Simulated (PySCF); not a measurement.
**C5H10ClNSi2: density, localisation and related maps**

The calculation's input:

```
{"job": {"kind": "nmr", "xc": "PBE0", "basis": "pcSseg-1"}, "charge": 0, "multiplicity": 1}
N      0.361648     1.437729     2.384807
C     -0.074990     1.332645     1.333077
C     -0.598590     1.192924     0.003907
C     -2.125470     0.982515    -0.054682
Cl    -3.049219     1.429027     1.400908
C     -1.912475    -0.510097    -0.298812
C     -0.426694    -0.229966    -0.594132
Si     0.878566    -1.390325     0.188887
Si     2.989479    -0.474352    -0.036823
H     -0.220973     2.022880    -0.600787
H     -2.585946     1.506898    -0.892060
H     -2.056930    -1.096960     0.606115
H     -2.501001    -0.947034    -1.102482
H     -0.264719    -0.145153    -1.670338
H      0.677777    -2.657524    -0.531822
H      0.435862    -1.636497     1.564069
H      4.007085    -1.367530     0.516029
H      3.330028    -0.267766    -1.450444
H      3.126759     0.827837     0.615390
```

Run with:

```sh
OMP_NUM_THREADS=1 python probes_run.py task.json out
```

Geometry: GFN2-xTB.

All numbers below come from PySCF 2.14.0, PBE0/pcSseg-1, SCF density, gas phase, non-relativistic.

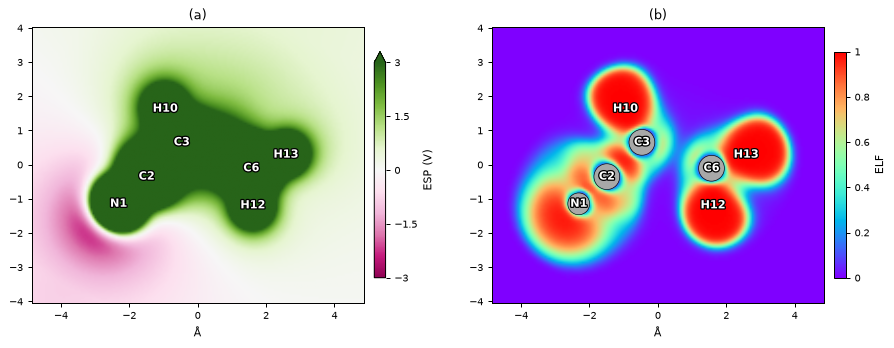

Figure 1. (a) electrostatic potential; (b) ELF on the plane of atoms H12, C6 and H13. Grey discs cover the atomic cores in the ELF map.

### Read the bonding off the picture.

The section cuts through N, C and H sites.
C–N (1.14 Å): the ELF peaks at about 0.85 between the atoms: a multiple bond.
C–C (1.44 Å): the ELF peaks at about 0.95 between the atoms: localised, covalent bonding.
C–H (1.09 Å): the ELF climbs to about 1 towards the hydrogen, as it does in any bond to H: a covalent bond by its length.
The ELF also peaks beside N1, away from the bonds: lone-pair regions.
Outside the dense part of the molecule the potential is most negative (−2.2 V) near N1.

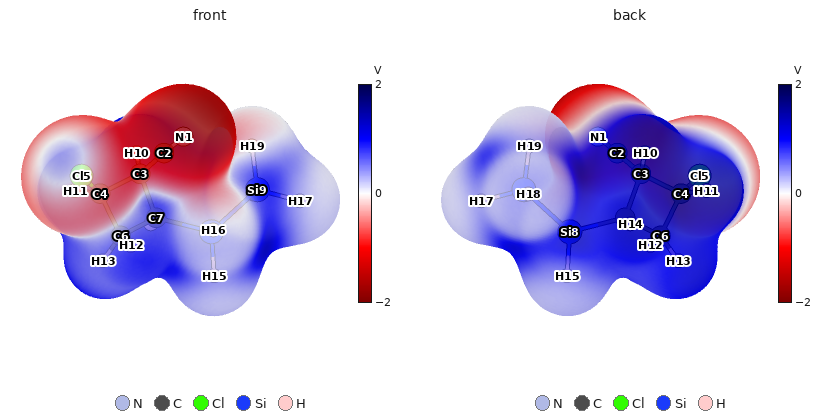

Figure 2. The molecular electrostatic potential painted on the density surface at 0.002 e/bohr³, seen from the front and from behind; red is negative and blue positive.

### Which sites attract a positive test charge, and which a negative one?

A positive charge is drawn to the negative regions and a negative charge to the positive ones. The most negative region (about −1.8 V) lies over N1, the most positive (about +1.5 V) over the C and H atoms. Cl5 shows a σ-hole: about +0.2 V at the tip opposite its bond, against about −0.6 V on its flanks. N1 is the likeliest acceptor of a hydrogen bond.
